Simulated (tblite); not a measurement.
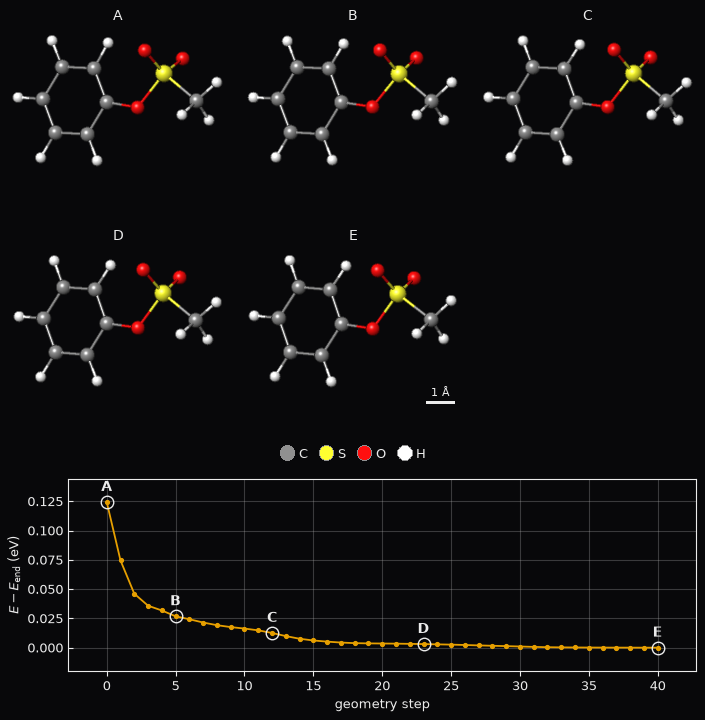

Frames of a relaxation of C₇H₈O₃S, marked on the history of the run. The picture is a ball-and-stick view, seen from a free direction.

These are results of GFN2-xTB geometry optimisation, gas phase (tblite), not measurements. 

Q: Describe the path.

A: The energy falls by 0.124 eV in 40 geometry steps. An H atom moves most after the best rigid fit: 0.18 Å. Largest moves by element: H 0.18 Å, O 0.14 Å, C 0.08 Å, S 0.05 Å. Among the contacts that change: O–S 1.451 → 1.428 Å, O–S 1.636 → 1.619 Å, C–C 1.397 → 1.383 Å, C–H 1.088 → 1.079 Å. Among the angles between lasting bonds that change: O–S–O 122.2° → 118.1°, C–C–H 117.7° → 121.2°, C–C–H 122.6° → 119.5°. Cost: 0.36 s on 2 threads of Intel(R) Xeon(R) Platinum 8488C, on a shared host. From step 0 to 5: O atoms move most (0.05 Å), energy −0.098 eV. From step 5 to 12: an H atom moves most (0.06 Å), energy −0.014 eV. From step 12 to 23: an H atom moves most (0.05 Å), energy −0.010 eV. From step 23 to 40: an H atom moves most (0.06 Å), energy −0.003 eV.
